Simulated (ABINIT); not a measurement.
**A GW chain in ABINIT: MgO (Fm-3m)**

Wanted: ground state, empty states, screening and self-energy for MgO (Fm-3m).

Main program and level: ABINIT 10.8.3; PBE and many-body steps on it, plane waves.

**What was measured.**

- Gap 7.83 eV: direct gap at Gamma, low temperature; bulk crystal (literature value) (quoted in “The Band-Gap Studies of Short-Period CdO/MgO Superlattices”, 2021, pmc:8035356).

### Step 1. The starting structure

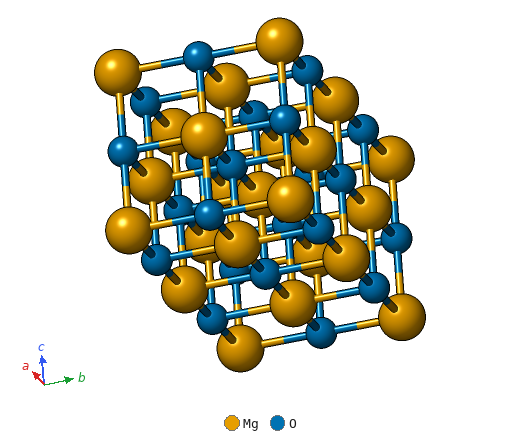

The cell as given, from a free direction (magnesium orange, oxygen blue). 2×1×1 cells are drawn. This picture shows the conventional cell, with its axes. Some periodic images of atoms are drawn too.

The cell and positions are those that the Materials Project relaxed with its own functionals (PBE, PBE+U or r2SCAN), kept fixed.

### Step 2. Ground state

This step: ABINIT 10.8.3; DFT, PBE, plane waves, norm-conserving pseudopotentials.

The ground-state density comes first.

Input file run.abi:

```
acell 3*1.0 Angstrom
rprim 
  -0.000000000000 2.097001392700 2.097001392700
  2.097001392700 -0.000000000000 2.097001392700
  2.097001392700 2.097001392700 -0.000000000000
ntypat 2
znucl 12 8
natom 2
typat 1 2
xred 
  0.000000000000 0.000000000000 0.000000000000
  0.500000000000 0.500000000000 0.500000000000
pp_dirpath "pseudos"
pseudos "Mg.upf, O.upf"
ecut 38
ngkpt 8 8 8
nshiftk 1
shiftk 0 0 0
kptopt 1
chksymbreak 0
nband 13
occopt 1
tolvrs 1e-10
nstep 60
prtwf 0
optforces 0
optstress 0
indata_prefix "in"
outdata_prefix "out"
tmpdata_prefix "tmp"
```

The run is started by

```sh
OMP_NUM_THREADS=1 mpirun -n 8 abinit run.abi > log
```

Numbers of over 12 decimals in the logs are rounded to 6 here.

What it wrote:

```text
.Version 10.8.3 of ABINIT. v10.8.2 released Aug 2026.

 Symmetries : space group Fm -3 m (#225); Bravais cF (face-center cubic)
================================================================================
 Values of the parameters that define the memory need of the present run
     intxc =       0    ionmov =       0      iscf =       7    lmnmax =       5
     lnmax =       5     mgfft =      32  mpssoang =       3    mqgrid =    3001
     natom =       2  nloc_mem =       1    nspden =       1   nspinor =       1
    nsppol =       1      nsym =      48    n1xccc =    2501    ntypat =       2
    occopt =       1   xclevel =       2
-    mband =          13        mffmem =           1         mkmem =           4
       mpw =        1410          nfft =       32768          nkpt =          29
================================================================================
  Rough estimation (10% accuracy) of disk space for files :
================================================================================

--------------------------------------------------------------------------------
------------- Echo of variables that govern the present computation ------------
--------------------------------------------------------------------------------
 -outvars: echo values of preprocessed input variables --------
            acell      1.8897261259E+00  1.8897261259E+00  1.8897261259E+00 Bohr

      chksymbreak           0
             ecut      3.80000000E+01 Hartree
-          fftalg         312

              ixc     -101130
              kpt      0.00000000E+00  0.00000000E+00  0.00000000E+00
                       1.25000000E-01  0.00000000E+00  0.00000000E+00
                       2.50000000E-01  0.00000000E+00  0.00000000E+00
                       3.75000000E-01  0.00000000E+00  0.00000000E+00
                       5.00000000E-01  0.00000000E+00  0.00000000E+00
                       1.25000000E-01  1.25000000E-01  0.00000000E+00
                       2.50000000E-01  1.25000000E-01  0.00000000E+00
                       3.75000000E-01  1.25000000E-01  0.00000000E+00
                       5.00000000E-01  1.25000000E-01  0.00000000E+00
   [... 18 further rows ...]
                      -3.75000000E-01  5.00000000E-01  1.25000000E-01
                      -2.50000000E-01  5.00000000E-01  2.50000000E-01
         kptrlatt        8    0    0      0    8    0      0    0    8
          kptrlen      4.48334925E+01
P           mkmem           4
            natom           2
            nband          13
            ngfft          32      32      32
             nkpt          29
            nstep          60
             nsym          48
           ntypat           2
              occ      2.000000  2.000000  2.000000  2.000000  2.000000  2.000000
                       2.000000  2.000000  0.000000  0.000000  0.000000  0.000000
                       0.000000
        optforces           0
        optstress           0
            prtwf           0
            rprim     -0.0000000000E+00  2.0970013927E+00  2.0970013927E+00
[...]
spgroup         225

           tolvrs      1.00000000E-10

             xred      0.0000000000E+00  0.0000000000E+00  0.0000000000E+00
[...]
znucl       12.00000    8.00000

================================================================================

 chkinp: Checking input parameters for consistency.

================================================================================
== DATASET  1 ==================================================================
-   mpi_nproc: 8, omp_nthreads: 1 (-1 if OMP is not activated)

--- !DatasetInfo
iteration_state: {dtset: 1, }
dimensions: {natom: 2, nkpt: 29, mband: 13, nsppol: 1, nspinor: 1, nspden: 1, mpw: 1410, }
cutoff_energies: {ecut:  38.0, pawecutdg:  -1.0, }
electrons: {nelect:   1.60000000E+01, charge:   0.00000000E+00, occopt:   1.00000000E+00, tsmear:   1.00000000E-02, }

 Real(R)+Recip(G) space primitive vectors, cartesian coordinates (Bohr,Bohr^-1):
 R(1)=  0.0000000  3.9627583  3.9627583  G(1)= -0.1261747  0.1261747  0.1261747
 R(2)=  3.9627583  0.0000000  3.9627583  G(2)=  0.1261747 -0.1261747  0.1261747
 R(3)=  3.9627583  3.9627583  0.0000000  G(3)=  0.1261747  0.1261747 -0.1261747
 Unit cell volume ucvol=  1.2445798E+02 bohr^3
 Angles (23,13,12)=  6.00000000E+01  6.00000000E+01  6.00000000E+01 degrees

 getcut: wavevector=  0.0000  0.0000  0.0000  ngfft=  32  32  32
         ecut(hartree)=     38.000   => boxcut(ratio)=   2.05769

--- Pseudopotential description ------------------------------------------------
- Mg Generated using ONCVPSP code by D. R. Hamann
- 12.00000  10.00000  171031                  znucl, zion, pspdat
12 -101130 1 -1 1510                          pspcod,pspxc,lmax,lloc,mmax
     nproj     2     2     0
  pspatm : epsatm=    9.22893308
         --- l  ekb(1:nproj) -->
[...]
pspatm: atomic psp has been read  and splines computed

- O Generated using ONCVPSP code by D. R. Hamann
-  8.00000   6.00000  171031                  znucl, zion, pspdat
12 -101130 2 -1 936                           pspcod,pspxc,lmax,lloc,mmax
     nproj     2     2     1
  pspatm : epsatm=    6.19545534
         --- l  ekb(1:nproj) -->
[...]
1   -4.717130   -1.149271
             2   -1.331955
 pspatm: atomic psp has been read  and splines computed

   2.46790215E+02                                ecore*ucvol(ha*bohr**3)
--------------------------------------------------------------------------------

_setup2: Arith. and geom. avg. npw (full set) are    1393.920    1393.901

================================================================================

--- !BeginCycle
iteration_state: {dtset: 1, }
solver: {iscf: 7, nstep: 60, nline: 4, wfoptalg: 0, }
tolerances: {tolvrs: 1.00E-10, }

     iter   Etot(hartree)      deltaE(h)  residm     vres2
 ETOT  1  -75.935065408622    -7.594E+01 9.238E-02 3.759E+02
 ETOT  2  -75.948061304470    -1.300E-02 1.782E-03 3.414E+02
 ETOT  3  -76.049589092583    -1.015E-01 3.706E-03 3.355E+00
 ETOT  4  -76.050443848706    -8.548E-04 6.433E-04 6.727E-03
 ETOT  5  -76.050444348284    -4.996E-07 3.028E-04 2.929E-04
 ETOT  6  -76.050444431526    -8.324E-08 1.825E-04 1.734E-05
 ETOT  7  -76.050444434780    -3.254E-09 9.311E-05 2.500E-07
 ETOT  8  -76.050444434798    -1.778E-11 6.468E-05 1.722E-08
 ETOT  9  -76.050444434803    -5.485E-12 3.138E-05 4.688E-11

 At SCF step    9       vres2   =  4.69E-11 < tolvrs=  1.00E-10 =>converged.

--- !ResultsGS
iteration_state: {dtset: 1, }
comment   : Summary of ground state results
lattice_vectors:
- [ -0.0000000,   3.9627583,   3.9627583, ]
- [  3.9627583,  -0.0000000,   3.9627583, ]
- [  3.9627583,   3.9627583,  -0.0000000, ]
lattice_lengths: [   5.60419,    5.60419,    5.60419, ]
lattice_angles: [ 60.000,  60.000,  60.000, ] # degrees, (23, 13, 12)
lattice_volume:   1.2445798E+02
convergence: {deltae: -5.485E-12, res2:  4.688E-11, residm:  3.138E-05, diffor:  0.000E+00, }
etotal    :  -7.60504444E+01
entropy   :   0.00000000E+00
fermie    :   1.77897150E-01
cartesian_stress_tensor: null
pressure_GPa: null
xred      :
- [  0.0000E+00,   0.0000E+00,   0.0000E+00, Mg]
- [  5.0000E-01,   5.0000E-01,   5.0000E-01,  O]
cartesian_forces: null
force_length_stats: {min: null, max: null, mean: null, }

 Integrated electronic density in atomic spheres:
 ------------------------------------------------
 Atom  Sphere_radius  Integrated_density
    1        2.00000          8.40527242
    2        2.00000          6.31969377
================================================================================

 ----iterations are completed or convergence reached----

 Mean square residual over all n,k,spin=   88.198E-09; max=  31.375E-06
 reduced coordinates (array xred) for    2 atoms
       0.000000000000      0.000000000000      0.000000000000
       0.500000000000      0.500000000000      0.500000000000
 rms dE/dt=  0.0000E+00; max dE/dt=  0.0000E+00; dE/dt below (all hartree)
    1       0.000000000000      0.000000000000      0.000000000000
    2       0.000000000000      0.000000000000      0.000000000000

 cartesian coordinates (angstrom) at end:
    1      0.000000     0.000000     0.000000
    2      2.097001     2.097001     2.097001
 length scales=  1.889726125908  1.889726125908  1.889726125908 bohr
              =  1.000000000000  1.000000000000  1.000000000000 angstroms
 prteigrs : about to open file out_EIG
 Fermi (or HOMO) energy (hartree) =   0.17790   Average Vxc (hartree)=  -0.42142
 Eigenvalues (hartree) for nkpt=  29  k points:
 kpt#   1, nband= 13, wtk=  0.00195, kpt=  0.0000  0.0000  0.0000 (reduced coord)
  -2.47971   -1.25783   -1.25783   -1.25783   -0.45613    0.17790    0.17790    0.17790
   0.35778    0.76721    0.76721    0.76721    0.90692
 prteigrs : prtvol=0 or 1, do not print more k-points.

--- !EnergyTerms
iteration_state     : {dtset: 1, }
comment             : Components of total free energy in Hartree
kinetic             :  4.53474650730970E+01
hartree             :  2.06541409295772E+01
xc                  : -1.22547802114040E+01
Ewald energy        : -4.75873828125848E+01
psp_core            :  1.98291994737388E+00
local_psp           : -6.34768462250543E+01
non_local_psp       : -2.07159611358079E+01
total_energy        : -7.60504444348030E+01
total_energy_eV     : -2.06943801769394E+03
band_energy         : -1.27012741502449E+01

== END DATASET(S) ==============================================================
================================================================================

 -outvars: echo values of variables after computation  --------
           etotal     -7.6050444435E+01
            nband          13
             nkpt          29
          spgroup         225
 [... the other variables as echoed above ...]

 Calculation completed.
```

Run time: 4.7 s. Hardware: 8 MPI ranks of Arm Neoverse N1, shared host; peak memory 0.47 GiB; 37 s of CPU time.

This step gave:

| Property | Result |
| --- | --- |
| total energy | -2069.4380 eV |
| gap | 4.895 eV |
| k of the valence top | 0, 0, 0 |
| k of the conduction bottom | 0, 0, 0 |
| least direct gap | 4.895 eV |

The gap is direct, at Γ.

### Step 3. Bands along the symmetry lines

Levels along a band path, at the cheap level, show where the edges lie and whether the meshes to come will hold them.

Input file run.abi:

```
acell 3*1.0 Angstrom
rprim 
  -0.000000000000 2.097001392700 2.097001392700
  2.097001392700 -0.000000000000 2.097001392700
  2.097001392700 2.097001392700 -0.000000000000
ntypat 2
znucl 12 8
natom 2
typat 1 2
xred 
  0.000000000000 0.000000000000 0.000000000000
  0.500000000000 0.500000000000 0.500000000000
pp_dirpath "pseudos"
pseudos "Mg.upf, O.upf"
ecut 38
iscf -2
irdden 1
kptopt 0
nkpt 50
kpt 
  0.00000000 0.00000000 0.00000000
  0.06250000 0.00000000 0.06250000
  0.12500000 0.00000000 0.12500000
  0.18750000 0.00000000 0.18750000
  0.25000000 0.00000000 0.25000000
  0.31250000 0.00000000 0.31250000
  0.37500000 0.00000000 0.37500000
  0.43750000 0.00000000 0.43750000
  0.50000000 0.00000000 0.50000000
  0.51562500 0.03125000 0.51562500
  0.53125000 0.06250000 0.53125000
  0.54687500 0.09375000 0.54687500
  0.56250000 0.12500000 0.56250000
  0.57812500 0.15625000 0.57812500
  0.59375000 0.18750000 0.59375000
  0.60937500 0.21875000 0.60937500
  0.62500000 0.25000000 0.62500000
  0.37500000 0.37500000 0.75000000
  0.32812500 0.32812500 0.65625000
  0.28125000 0.28125000 0.56250000
  0.23437500 0.23437500 0.46875000
  0.18750000 0.18750000 0.37500000
  0.14062500 0.14062500 0.28125000
  0.09375000 0.09375000 0.18750000
  0.04687500 0.04687500 0.09375000
  0.00000000 0.00000000 0.00000000
  0.06250000 0.06250000 0.06250000
  0.12500000 0.12500000 0.12500000
  0.18750000 0.18750000 0.18750000
  0.25000000 0.25000000 0.25000000
  0.31250000 0.31250000 0.31250000
  0.37500000 0.37500000 0.37500000
  0.43750000 0.43750000 0.43750000
  0.50000000 0.50000000 0.50000000
  0.50000000 0.46875000 0.53125000
  0.50000000 0.43750000 0.56250000
  0.50000000 0.40625000 0.59375000
  0.50000000 0.37500000 0.62500000
  0.50000000 0.34375000 0.65625000
  0.50000000 0.31250000 0.68750000
  0.50000000 0.28125000 0.71875000
  0.50000000 0.25000000 0.75000000
  0.50000000 0.21875000 0.71875000
  0.50000000 0.18750000 0.68750000
  0.50000000 0.15625000 0.65625000
  0.50000000 0.12500000 0.62500000
  0.50000000 0.09375000 0.59375000
  0.50000000 0.06250000 0.56250000
  0.50000000 0.03125000 0.53125000
  0.50000000 0.00000000 0.50000000
istwfk *1
nband 15
nbdbuf 2
tolwfr 1e-08
nstep 40
prtwf 0
prtvol 0
indata_prefix "in"
outdata_prefix "out"
tmpdata_prefix "tmp"
```

What it wrote:

```text
.Version 10.8.3 of ABINIT. v10.8.2 released Aug 2026.

 Symmetries : space group Fm -3 m (#225); Bravais cF (face-center cubic)
[... echo of the input left out ...]
== DATASET  1 ==================================================================
-   mpi_nproc: 8, omp_nthreads: 1 (-1 if OMP is not activated)

--- !DatasetInfo
iteration_state: {dtset: 1, }
dimensions: {natom: 2, nkpt: 50, mband: 15, nsppol: 1, nspinor: 1, nspden: 1, mpw: 1411, }
cutoff_energies: {ecut:  38.0, pawecutdg:  -1.0, }
electrons: {nelect:   1.60000000E+01, charge:   0.00000000E+00, occopt:   1.00000000E+00, tsmear:   1.00000000E-02, }

 Real(R)+Recip(G) space primitive vectors, cartesian coordinates (Bohr,Bohr^-1):
 R(1)=  0.0000000  3.9627583  3.9627583  G(1)= -0.1261747  0.1261747  0.1261747
 R(2)=  3.9627583  0.0000000  3.9627583  G(2)=  0.1261747 -0.1261747  0.1261747
 R(3)=  3.9627583  3.9627583  0.0000000  G(3)=  0.1261747  0.1261747 -0.1261747
 Unit cell volume ucvol=  1.2445798E+02 bohr^3
 Angles (23,13,12)=  6.00000000E+01  6.00000000E+01  6.00000000E+01 degrees

 getcut: wavevector=  0.0000  0.0000  0.0000  ngfft=  32  32  32
         ecut(hartree)=     38.000   => boxcut(ratio)=   2.05769

--- Pseudopotential description ------------------------------------------------
- Mg Generated using ONCVPSP code by D. R. Hamann
- 12.00000  10.00000  171031                  znucl, zion, pspdat
12 -101130 1 -1 1510                          pspcod,pspxc,lmax,lloc,mmax
     nproj     2     2     0
  pspatm : epsatm=    9.22893308
         --- l  ekb(1:nproj) -->
             0    2.250005   -0.808630
             1   -6.469357   -2.503313
 pspatm: atomic psp has been read  and splines computed

- O Generated using ONCVPSP code by D. R. Hamann
-  8.00000   6.00000  171031                  znucl, zion, pspdat
12 -101130 2 -1 936                           pspcod,pspxc,lmax,lloc,mmax
     nproj     2     2     1
  pspatm : epsatm=    6.19545534
         --- l  ekb(1:nproj) -->
             0    6.056735    0.824024
[...]
2   -1.331955
 pspatm: atomic psp has been read  and splines computed

--------------------------------------------------------------------------------

================================================================================
 prteigrs : about to open file out_EIG
 Non-SCF case, kpt    1 (  0.00000  0.00000  0.00000), residuals and eigenvalues=
  3.62E-09  2.32E-09  3.41E-09  4.94E-09  9.15E-09  1.91E-09  5.29E-09  8.93E-09
  4.40E-09  1.83E-09  8.92E-09  2.29E-09  6.87E-09  3.16E-08  2.61E-07
 -2.4797E+00 -1.2578E+00 -1.2578E+00 -1.2578E+00 -4.5613E-01  1.7790E-01
  1.7790E-01  1.7790E-01  3.5778E-01  7.6721E-01  7.6721E-01  7.6721E-01
[...]
Non-SCF case, kpt    2 (  0.06250  0.00000  0.06250), residuals and eigenvalues=
  3.02E-09  8.62E-09  1.99E-09  6.39E-09  3.31E-09  3.28E-09  1.66E-09  3.81E-09
[...]
3.33E-09  1.27E-09  8.65E-10  3.46E-09  1.92E-09  1.81E-09  5.31E-09  4.86E-09
  4.55E-09  6.95E-10  6.38E-09  1.73E-09  4.85E-09  4.94E-08  4.13E-07
[...]
Non-SCF case, kpt   49 (  0.50000  0.03125  0.53125), residuals and eigenvalues=
[...]
Non-SCF case, kpt   50 (  0.50000  0.00000  0.50000), residuals and eigenvalues=
[...]
-2.4793E+00 -1.2606E+00 -1.2589E+00 -1.2589E+00 -3.9813E-01  2.7623E-02
  1.2827E-01  1.2827E-01  5.1764E-01  5.5107E-01  6.6414E-01  8.8312E-01
[...]
--- !ResultsGS
iteration_state: {dtset: 1, }
comment   : Summary of ground state results
lattice_vectors:
- [ -0.0000000,   3.9627583,   3.9627583, ]
- [  3.9627583,  -0.0000000,   3.9627583, ]
- [  3.9627583,   3.9627583,  -0.0000000, ]
lattice_lengths: [   5.60419,    5.60419,    5.60419, ]
lattice_angles: [ 60.000,  60.000,  60.000, ] # degrees, (23, 13, 12)
lattice_volume:   1.2445798E+02
convergence: {deltae:  0.000E+00, res2:  0.000E+00, residm:  9.981E-09, diffor:  0.000E+00, }
etotal    :  -7.60504444E+01
entropy   :   0.00000000E+00
fermie    :   1.77897150E-01
cartesian_stress_tensor: null
pressure_GPa: null
xred      :
- [  0.0000E+00,   0.0000E+00,   0.0000E+00, Mg]
- [  5.0000E-01,   5.0000E-01,   5.0000E-01,  O]
cartesian_forces: null
force_length_stats: {min: null, max: null, mean: null, }

 Integrated electronic density in atomic spheres:
 ------------------------------------------------
 Atom  Sphere_radius  Integrated_density
[...]
================================================================================

 ----iterations are completed or convergence reached----

 Mean square residual over all n,k,spin=   35.766E-10; max=  99.810E-10
 reduced coordinates (array xred) for    2 atoms
       0.000000000000      0.000000000000      0.000000000000
       0.500000000000      0.500000000000      0.500000000000

 cartesian coordinates (angstrom) at end:
    1      0.000000     0.000000     0.000000
    2      2.097001     2.097001     2.097001
 length scales=  1.889726125908  1.889726125908  1.889726125908 bohr
              =  1.000000000000  1.000000000000  1.000000000000 angstroms
 prteigrs : about to open file out_EIG
 Eigenvalues (hartree) for nkpt=  50  k points:
 kpt#   1, nband= 15, wtk=  1.00000, kpt=  0.0000  0.0000  0.0000 (reduced coord)
[...]
kpt#   2, nband= 15, wtk=  1.00000, kpt=  0.0625  0.0000  0.0625 (reduced coord)
[...]
kpt#   3, nband= 15, wtk=  1.00000, kpt=  0.1250  0.0000  0.1250 (reduced coord)
[...]
kpt#  49, nband= 15, wtk=  1.00000, kpt=  0.5000  0.0313  0.5313 (reduced coord)
  -2.47926   -1.26059   -1.25893   -1.25892   -0.39804    0.02832    0.12683    0.12764
   0.51993    0.55330    0.66333    0.87823    0.88457    1.12988    1.18625
 kpt#  50, nband= 15, wtk=  1.00000, kpt=  0.5000  0.0000  0.5000 (reduced coord)
  -2.47926   -1.26059   -1.25891   -1.25891   -0.39813    0.02762    0.12827    0.12827
   0.51764    0.55107    0.66414    0.88312    0.88312    1.12685    1.18428

== END DATASET(S) ==============================================================
================================================================================

 -outvars: echo values of variables after computation  --------
            nband          15
             nkpt          50
          spgroup         225
 [... the other variables as echoed above ...]

 Calculation completed.
```

The job ended after 4.5 s (8 MPI ranks; peak memory 0.45 GiB).

Numbers from this step:

```yaml
gap: 4.895 eV
k_of_the_valence_top: 0, 0, 0
k_of_the_conduction_bottom: 0, 0, 0
least_direct_gap: 4.895 eV
```

The gap is 4.895 eV, as in the run before at this level.

Electronic bands along the path, in eV, zero at the top of the highest filled band; v1 is the highest filled band, c1 the lowest empty one:

```
    point      v4     v3     v2     v1     c1     c2     c3     c4
        Γ  -17.25   0.00   0.00   0.00   4.89  16.04  16.04  16.04
        X  -15.67  -4.09  -1.35  -1.35   9.24  10.15  13.23  19.19
        U  -15.65  -3.50  -2.72  -1.15  10.22  11.95  12.66  18.34
jump to K  -15.65  -3.50  -2.72  -1.15  10.22  11.95  12.66  18.34
        Γ  -17.25   0.00   0.00   0.00   4.89  16.04  16.04  16.04
        L  -15.90  -4.64  -0.65  -0.65   8.02  12.76  16.49  16.49
        W  -15.61  -2.96  -2.96  -1.78  11.77  11.77  12.35  15.74
        X  -15.67  -4.09  -1.35  -1.35   9.24  10.15  13.23  19.19
```

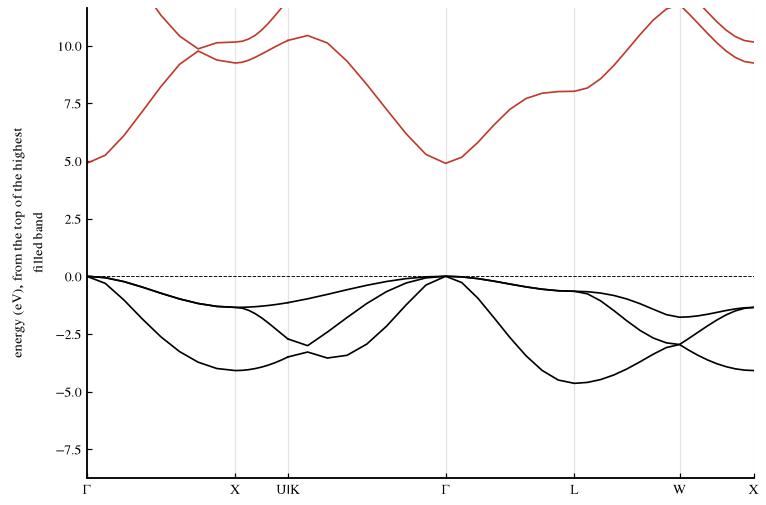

Electronic bands along the path; lines of filled and empty bands in two colours.

(Part 1 of 2 ends here.)

[Paths, hosts, dates, memory and timing lines, banners, echoed tables and standing remarks are left out of the program output.]

[Logs are printed without paths, hosts, clocks, repeated set-up lines and the standing remarks that a program may print on its own settings, such as how far it seeks lower states.]

[Runs of the session that timed out or met a known fault of the program may be left out.]

[Hosts, paths, dates, database ids (printed as entryN), source tags and the programs' standing remarks are cut or masked in the printed files.]

[G0W0 gaps are taken among the corrected bands and points alone; a level outside them can change the order at an edge.]

[Where Ansatz stands beside ABINIT at settings called matched, ABINIT's density can come from a denser mesh and the files from another edition; pairs whose starting gaps differed by over 0.03 eV were left out, so agreement reads better than it is.]
